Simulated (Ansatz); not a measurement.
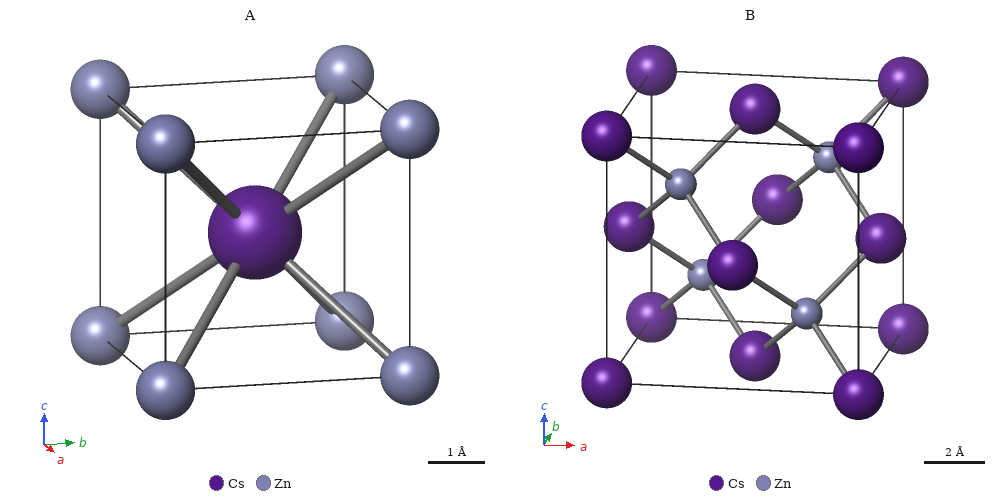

Two structures of CsZn, each relaxed to rest (conventional cells in solid outline, small ones repeated, not to one scale). Method: DFT PBE, scalar-relativistic, plane waves, PAW (Ansatz), without spin polarisation.

### Which structures are these?

A: caesium chloride (CsCl, B2) type, Pm-3m. B: zinc blende (sphalerite type), F-43m.

### Which structure is more stable?

A is lower, by 225 meV/atom at this level of theory (energies at zero smearing). Volumes: A 48.0, B 79.6 Å³/atom.

One or both may be structure types tried for this composition rather than known phases.
